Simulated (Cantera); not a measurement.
Charge: 1 mol AlCl₃, 4 mol HCl, a varied amount of N₂, 7.6 mol NH₃, at 725 °C and 10.0 mbar.

Equilibrium computed with Cantera from the NASA thermochemical tables; the gas is ideal and each condensed phase is pure. Candidate condensed phases: Al, AlCl₃, AlN, NH₄Cl; 20 gas species. The numbers say what is thermodynamically allowed, not how fast it happens.

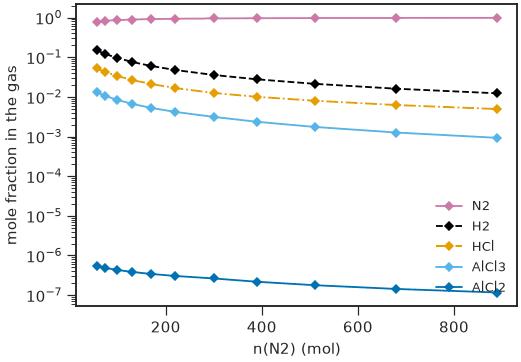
Equilibrium gas composition (values under 1e-9 drawn at 1e-9)

Problem. Read off the mole fractions at 130 mol N₂.

Solution. N₂ about 0.89, H₂ about 0.076, HCl about 0.027, AlCl₃ about 0.0067, AlCl₂ about 3.8e-7.
